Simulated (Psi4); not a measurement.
# C2H7Si (SMILES C[SiH]C), step by step

We compute a series of 8 runs (U-r2SCAN-D4/def2-SVP) of C2H7Si. 

Program for the calculation: Psi4 1.11.

**1. The molecule**

The species is C2H7Si (10 atoms), meant as a doublet with charge 0. SMILES: `C[SiH]C`. Geometry: relaxed at PBE0-D4/def2-TZVP.

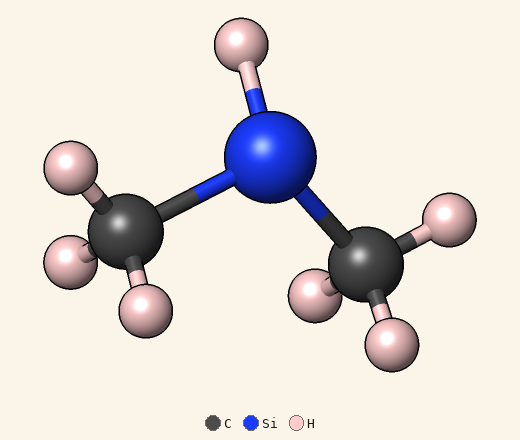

The structure, seen from a chosen angle (carbon dark grey, silicon blue, hydrogen pink).

**2. The energy at U-r2SCAN-D4/def2-SVP (density fitting) (run 1)**

Input file calc.dat:

```
memory 1.6 GB

molecule geom {
  0 2
  C     -1.065300     0.729000    -0.876200
  Si     0.579500     0.676400     0.026300
  C      0.745000    -0.863300     1.086800
  H     -1.173700    -0.143700    -1.529000
  H     -1.145400     1.625300    -1.494500
  H     -1.899100     0.727900    -0.170400
  H      1.707100     0.752000    -0.952200
  H     -0.043500    -0.905000     1.841800
  H      1.708100    -0.884600     1.600600
  H      0.670300    -1.765000     0.469600
  symmetry c1
}

set reference uks

e = energy('r2scan-d4/def2-SVP')
```

The run is started by

```bash
$ psi4 -i calc.dat -o calc.out -n 1
```

calc.out:

```text
[...]
  Running in c1 symmetry.
[...]
  Nuclear repulsion =  105.428084828156145
[...]
  Multiplicity = 2
[...]
  Nalpha       = 17
  Nbeta        = 16
[...]
    Number of basis functions: 81
[...]
   @DF-UKS iter   1:  -369.20236321090277   -1.32326e-01   1.12449e-02 DIIS/ADIIS
[...]
   @DF-UKS iter   9:  -369.65148900067277   -7.57211e-09   2.26387e-07 DIIS
[...]
   @S^2 Observed:                7.530704824E-01
[...]
    Orbital Energies [Eh]
    ---------------------
    Alpha Occupied:
       1A    -65.804936     2A    -10.034481     3A    -10.034443
       4A     -5.195877     5A     -3.544293     6A     -3.539641
       7A     -3.539294     8A     -0.670833     9A     -0.645977
      10A     -0.449716    11A     -0.385610    12A     -0.383747
      13A     -0.367578    14A     -0.366706    15A     -0.294154
      16A     -0.289627    17A     -0.173070
    Alpha Virtual:
      18A      0.046047    19A      0.046765    20A      0.080263
      21A      0.115231    22A      0.119625    23A      0.129550
      24A      0.139650    25A      0.141601    26A      0.156027
[...]
  @DF-UKS Final Energy:  -369.65148900067277
   => Energetics <=
    Nuclear Repulsion Energy =            105.4280848281561447
    One-Electron Energy =                -716.8955879280098316
    Two-Electron Energy =                 276.0906423875935616
    DFT Exchange-Correlation Energy =     -34.2731550887824596
    Empirical Dispersion Energy =          -0.0014731996301568
    VV10 Nonlocal Energy =                  0.0000000000000000
    Total Energy =                       -369.6514890006727683
[...]
 Multipole Moments:
 ------------------------------------------------------------------------------------
     Multipole            Electronic (a.u.)      Nuclear  (a.u.)        Total (a.u.)
 ------------------------------------------------------------------------------------
 L = 1.  Multiply by 2.5417464519 to convert [e a0] to [Debye]
 Dipole X            :          1.2641317           -1.5123189           -0.2481873
 Dipole Y            :          2.1621528           -2.4054871           -0.2433343
 Dipole Z            :          0.5879682           -0.5565108            0.0314573
 Magnitude           :                                                    0.3489958
[...]
```

Run time: 35 s. Hardware: 1 thread of AMD EPYC 7R43 (Zen 3), shared host; peak memory 1.3 GiB.

**3. The distorted shape: the energy at U-r2SCAN-D4/def2-SVP (density fitting) (run 2)**

Input file c2h7si.dat:

```
memory 1.6 GB

molecule molecule1 {
  0 2
  C
  Si 1 1.87687
  C 2 1.876893 1 111.83666
  H 1 1.095219 2 110.54953 3 -59.68466
  H 1 1.091817 4 108.01895 2 121.72164
  H 1 0.9286 5 108.10225 4 -116.61013
  H 2 1.494878 1 110.17397 6 -176.99716
  H 3 1.092472 2 110.98711 7 177.03614
  H 3 1.09179 8 108.1019 2 122.05322
  H 3 1.095253 9 108.01695 8 -116.61196
  units angstrom
  symmetry c1
}

set {
  basis def2-SVP
  reference uks
}

set reference uhf
set stability_analysis follow
set max_attempts 5
energy('scf')
set reference uks
set stability_analysis none
set guess read
set guess_mix false

result = energy('r2scan-d4')
```

The run is started by

```bash
$ psi4 c2h7si.dat c2h7si.out -n 1
```

c2h7si.out:

```text
[...]
  Running in c1 symmetry.
[...]
  Nuclear repulsion =  106.156981920702080
[...]
  Multiplicity = 2
[...]
  Nalpha       = 17
  Nbeta        = 16
[...]
    Number of basis functions: 81
[...]
   @DF-UHF iter   1:  -368.42068074316364   -5.37521e-01   5.31143e-03 ADIIS/DIIS
[...]
   @DF-UKS iter   7:  -369.62552372612481   -4.48420e-08   6.38846e-07 DIIS
[...]
   @S^2 Observed:                7.530761857E-01
[...]
    Orbital Energies [Eh]
    ---------------------
    Alpha Occupied:
       1A    -65.804384     2A    -10.034507     3A    -10.018512
       4A     -5.195398     5A     -3.543822     6A     -3.539164
       7A     -3.538792     8A     -0.680649     9A     -0.652347
      10A     -0.452681    11A     -0.395278    12A     -0.383435
      13A     -0.373649    14A     -0.367238    15A     -0.295304
      16A     -0.289418    17A     -0.173062
    Alpha Virtual:
      18A      0.045218    19A      0.049092    20A      0.086014
      21A      0.115722    22A      0.119516    23A      0.132862
      24A      0.139332    25A      0.148984    26A      0.177303
[...]
  @DF-UKS Final Energy:  -369.62552372612481
   => Energetics <=
    Nuclear Repulsion Energy =            106.1569819207020799
    One-Electron Energy =                -718.2248877887404888
    Two-Electron Energy =                 276.7832271638663428
    DFT Exchange-Correlation Energy =     -34.3393726767327649
    Empirical Dispersion Energy =          -0.0014723452199501
    VV10 Nonlocal Energy =                  0.0000000000000000
    Total Energy =                       -369.6255237261248112
[...]
 Multipole Moments:
 ------------------------------------------------------------------------------------
     Multipole            Electronic (a.u.)      Nuclear  (a.u.)        Total (a.u.)
 ------------------------------------------------------------------------------------
 L = 1.  Multiply by 2.5417464519 to convert [e a0] to [Debye]
 Dipole X            :         -1.1104824            1.0953744           -0.0151081
 Dipole Y            :          1.8973697           -2.1918711           -0.2945013
 Dipole Z            :          1.2723306           -1.4770987           -0.2047682
 Magnitude           :                                                    0.3590116
[...]
```

Wall time 36 s (1 thread of AMD EPYC 7R43 (Zen 3), shared host); peak memory 1.3 GiB.

**4. The distorted shape: a single-point energy at U-r2SCAN-D4/def2-SVP (density fitting) (run 3)**

Input file job.dat:

```
memory 1600 mb

molecule system {
  0 2
  C
  Si 1 R2
  C 2 R3 1 A3
  H 1 R4 2 A4 3 D4
  H 1 R5 4 A5 2 D5
  H 1 R6 5 A6 4 D6
  H 2 R7 1 A7 5 D7
  H 3 R8 2 A8 7 D8
  H 3 R9 8 A9 2 D9
  H 3 R10 9 A10 8 D10

  R2 = 1.87687
  R3 = 1.876893
  A3 = 111.83666
  R4 = 1.095219
  A4 = 110.54953
  D4 = -59.68466
  R5 = 1.091817
  A5 = 108.01895
  D5 = 121.72164
  R6 = 1.2563
  A6 = 108.10223
  D6 = -116.6101
  R7 = 1.494878
  A7 = 110.17397
  D7 = -56.69881
  R8 = 1.092472
  A8 = 110.98711
  D8 = 177.03614
  R9 = 1.09179
  A9 = 108.1019
  D9 = 122.05322
  R10 = 1.095253
  A10 = 108.01695
  D10 = -116.61196
  units angstrom
  symmetry c1
}

set globals {
  basis     def2-SVP
  reference uks
}

set reference uhf
set stability_analysis follow
set max_attempts 5
energy('scf')
set reference uks
set stability_analysis none
set guess read
set guess_mix false

e_tot, wfn = energy('r2scan-d4', return_wfn=True)
```

The run is started by

```bash
$ psi4 -n 1 job.dat job.out
```

job.out:

```text
[...]
  Running in c1 symmetry.
[...]
  Nuclear repulsion =  104.842471282898117
[...]
  Multiplicity = 2
[...]
  Nalpha       = 17
  Nbeta        = 16
[...]
    Number of basis functions: 81
[...]
   @DF-UHF iter   1:  -368.43940297358051   -7.07359e-01   4.99195e-03 ADIIS/DIIS
[...]
   @DF-UKS iter   7:  -369.64059062327817   -4.83462e-08   4.94086e-07 DIIS
[...]
   @S^2 Observed:                7.530666294E-01
[...]
    Orbital Energies [Eh]
    ---------------------
    Alpha Occupied:
       1A    -65.805937     2A    -10.049086     3A    -10.034577
       4A     -5.196805     5A     -3.545212     6A     -3.540565
       7A     -3.540249     8A     -0.667382     9A     -0.639905
      10A     -0.448666    11A     -0.384555    12A     -0.381814
      13A     -0.368358    14A     -0.353914    15A     -0.292788
      16A     -0.290249    17A     -0.173410
    Alpha Virtual:
      18A      0.037544    19A      0.046742    20A      0.066763
      21A      0.107483    22A      0.118061    23A      0.119346
      24A      0.135458    25A      0.139913    26A      0.152545
[...]
  @DF-UKS Final Energy:  -369.64059062327817
   => Energetics <=
    Nuclear Repulsion Energy =            104.8424712828981455
    One-Electron Energy =                -715.7487105771401730
    Two-Electron Energy =                 275.4882397354934938
    DFT Exchange-Correlation Energy =     -34.2211115643189032
    Empirical Dispersion Energy =          -0.0014795002107398
    VV10 Nonlocal Energy =                  0.0000000000000000
    Total Energy =                       -369.6405906232781717
[...]
 Multipole Moments:
 ------------------------------------------------------------------------------------
     Multipole            Electronic (a.u.)      Nuclear  (a.u.)        Total (a.u.)
 ------------------------------------------------------------------------------------
 L = 1.  Multiply by 2.5417464519 to convert [e a0] to [Debye]
 Dipole X            :         -0.8587217            0.8765059            0.0177842
 Dipole Y            :          2.0431365           -2.3176462           -0.2745097
 Dipole Z            :          1.3999815           -1.5739422           -0.1739608
 Magnitude           :                                                    0.3254754
[...]
```

It took 33 s on 1 thread of AMD EPYC 7R43 (Zen 3), shared host; peak memory 1.3 GiB.

Runs 4 to 7 aren't shown in full; the table further down has their settings and results.

**5. The distorted shape: a single-point energy at U-r2SCAN-D4/def2-SVP (density fitting) (run 8)**

Input file input.dat:

```
memory 1600 MB

molecule {
  0 2
  C
  Si 1 R2
  C 2 R3 1 A3
  H 1 R4 2 A4 3 D4
  H 1 R5 4 A5 2 D5
  H 1 R6 5 A6 4 D6
  H 2 R7 1 A7 5 D7
  H 3 R8 2 A8 7 D8
  H 3 R9 8 A9 2 D9
  H 3 R10 9 A10 8 D10

  R2 = 1.87687
  R3 = 1.876893
  A3 = 111.83666
  R4 = 1.095219
  A4 = 110.54953
  D4 = -59.68466
  R5 = 1.091817
  A5 = 108.01895
  D5 = 121.72164
  R6 = 3.2773
  A6 = 108.10225
  D6 = -116.61013
  R7 = 1.494878
  A7 = 110.17397
  D7 = -56.69881
  R8 = 1.092472
  A8 = 110.98711
  D8 = 177.03614
  R9 = 1.09179
  A9 = 108.1019
  D9 = 122.05322
  R10 = 1.095253
  A10 = 108.01695
  D10 = -116.61196
  symmetry c1
}

set basis def2-SVP
set reference uks

set reference uhf
set stability_analysis follow
set max_attempts 5
energy("scf")
set reference uks
set stability_analysis none
set guess read
set guess_mix false

result, w = energy("r2scan-d4", return_wfn=True)
print_variables()
```

The run is started by

```bash
$ psi4 -n 1 input.dat output.dat
```

output.dat:

```text
[...]
  Running in c1 symmetry.
[...]
  Nuclear repulsion =  101.499063149273141
[...]
  Multiplicity = 2
[...]
  Nalpha       = 17
  Nbeta        = 16
[...]
    Number of basis functions: 81
[...]
   @DF-UHF iter   1:  -368.14990692670887   -7.66837e-01   6.39691e-03 ADIIS/DIIS
[...]
   @DF-UKS iter   8:  -369.47681930165942   -1.04092e-08   5.59502e-07 DIIS
[...]
   @S^2 Observed:                1.659970029E+00
[...]
    Orbital Energies [Eh]
    ---------------------
    Alpha Occupied:
       1A    -65.811287     2A    -10.061977     3A    -10.035724
       4A     -5.202430     5A     -3.546326     6A     -3.546029
       7A     -3.545285     8A     -0.665092     9A     -0.638510
      10A     -0.435918    11A     -0.385320    12A     -0.377610
      13A     -0.368757    14A     -0.318743    15A     -0.291408
      16A     -0.286644    17A     -0.231095
    Alpha Virtual:
      18A     -0.084797    19A      0.062517    20A      0.064739
      21A      0.100818    22A      0.121356    23A      0.137233
      24A      0.141674    25A      0.143050    26A      0.155991
[...]
  @DF-UKS Final Energy:  -369.47681930165942
   => Energetics <=
    Nuclear Repulsion Energy =            101.4990631492731410
    One-Electron Energy =                -708.8155960885476361
    Two-Electron Energy =                 272.0098952717153225
    DFT Exchange-Correlation Energy =     -34.1686417943295311
    Empirical Dispersion Energy =          -0.0015398397707803
    VV10 Nonlocal Energy =                  0.0000000000000000
    Total Energy =                       -369.4768193016594182
[...]
 Multipole Moments:
 ------------------------------------------------------------------------------------
     Multipole            Electronic (a.u.)      Nuclear  (a.u.)        Total (a.u.)
 ------------------------------------------------------------------------------------
 L = 1.  Multiply by 2.5417464519 to convert [e a0] to [Debye]
 Dipole X            :          0.7062178           -0.4733068            0.2329110
 Dipole Y            :          2.9823049           -3.0933309           -0.1110261
 Dipole Z            :          2.2572959           -2.1711936            0.0861024
 Magnitude           :                                                    0.2720073
[...]
```

Run time: 35 s. Hardware: 1 thread of AMD EPYC 7R43 (Zen 3), shared host; peak memory 1.2 GiB.

**6. The series**

```
run                start       partner  energy (Eh)  dipole moment (D)  HOMO energy (eV)  LUMO energy (eV)  wall time
  1                    –          base  -369.651489               0.89             -4.71             -2.10       35 s
  2  stable UHF solution  C1–H6 0.93 Å  -369.625524               0.91             -4.71             -2.10       36 s
  3  stable UHF solution  C1–H6 1.26 Å  -369.640591               0.83             -4.72             -2.10       33 s
  4  stable UHF solution  C1–H6 1.42 Å  -369.616278               0.75             -4.74             -2.12       32 s
  5  stable UHF solution  C1–H6 1.64 Å  -369.579140               0.66             -4.78             -2.19       32 s
  6  stable UHF solution  C1–H6 1.97 Å  -369.529086               0.74             -4.88             -2.72       46 s
  7  stable UHF solution  C1–H6 2.40 Å  -369.496070               0.87             -4.96             -2.94       34 s
  8  stable UHF solution  C1–H6 3.28 Å  -369.476819               0.69             -4.94             -3.09       35 s
```

**7. Summary of results**

| quantity | value |
| --- | --- |
| distorted shape, run 8: total energy | -369.47682 Eh |
| distorted shape, run 8: dipole moment | 0.69 D |
| distorted shape, run 8: HOMO energy (highest over α and β) | -4.94 eV |
| distorted shape, run 8: LUMO energy (lowest over α and β) | -3.09 eV |
| distorted shape, run 8: dispersion energy | -4.04 kJ/mol |
| distorted shape, run 8: ⟨S²⟩ | 1.660 |
| energy change with the C1–H6 bond stretched from 1.092 to 3.277 Å | 4.753 eV |
| energy change with the C1–H6 bond stretched from 1.092 to 1.966 Å | 3.331 eV |
| energy change with the C1–H6 bond stretched from 1.092 to 2.403 Å | 4.229 eV |
| energy change with the C1–H6 bond stretched from 1.092 to 1.256 Å | 0.297 eV |
| energy change with the C1–H6 bond shortened from 1.092 to 0.929 Å | 0.707 eV |
| energy change with the C1–H6 bond stretched from 1.092 to 1.420 Å | 0.958 eV |
| energy change with the C1–H6 bond stretched from 1.092 to 1.639 Å | 1.969 eV |

In words: With the C1–H6 bond stretched from 1.092 to 3.277 Å the energy rises by 4.75 eV (110 kcal/mol). The first shape isn't relaxed at this level, so the change isn't measured from a minimum. With the C1–H6 bond stretched from 1.092 to 1.966 Å the energy rises by 3.33 eV (321 kJ/mol). With the C1–H6 bond stretched from 1.092 to 2.403 Å the energy rises by 4.23 eV (98 kcal/mol). With the C1–H6 bond stretched from 1.092 to 1.256 Å the energy rises by 0.30 eV (6.8 kcal/mol). With the C1–H6 bond shortened from 1.092 to 0.929 Å the energy rises by 0.71 eV (68.2 kJ/mol). With the C1–H6 bond stretched from 1.092 to 1.420 Å the energy rises by 0.96 eV (92.4 kJ/mol). The lowest energy is that of run 1; the highest lies 4.753 eV above it. Spin contamination of the reference: run 8 ⟨S²⟩ = 1.66, run 7 ⟨S²⟩ = 1.36. Where it is this large, the reference is a mixture of spin states, and values that rest on it are in doubt. All runs together took 4.7 min, the longest 46 s.
